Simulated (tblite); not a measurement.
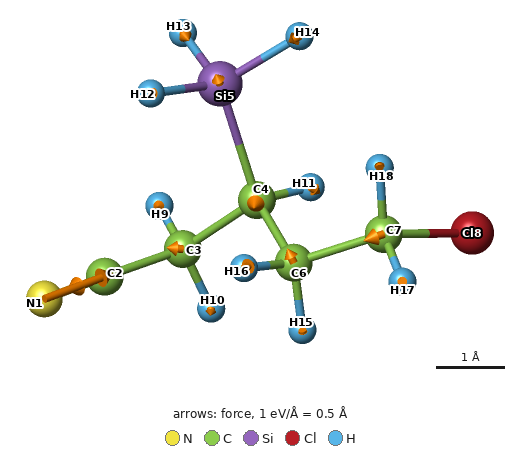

Starting geometry of C$_{5}$H$_{10}$ClNSi with the computed forces as orange arrows. Style: ball-and-stick. Shown at a tilt.

Computed with tblite, GFN2-xTB geometry optimisation, gas phase. 

Is this structure relaxed? If not, where do the atoms go?

Answer. It isn't relaxed: the largest force vector, on N1, is 2.71 eV/Å. The final displacements have little in common with the starting forces (cosine between the two patterns 0.10). The largest move after the best rigid fit is that of Cl8, 0.40 Å. By element the largest moves are Cl 0.40 Å, H 0.35 Å, N 0.34 Å, C 0.19 Å, Si 0.10 Å. Among the contacts that change: C4–C6 1.559 → 1.531 Å, C2–C3 1.464 → 1.439 Å, Si5–H13 1.487 → 1.464 Å, N1–C2 1.165 → 1.144 Å. Bond angles that change, for instance: Si5–C4–H11 105.1° → 108.5°, C2–C3–C4 114.9° → 111.4°, H17–C7–H18 107.1° → 109.8°. The energy falls by 3.25 kcal/mol in 108 geometry steps. Cost: 1.5 s on 1 thread of Arm Neoverse N1, with other jobs on the host.
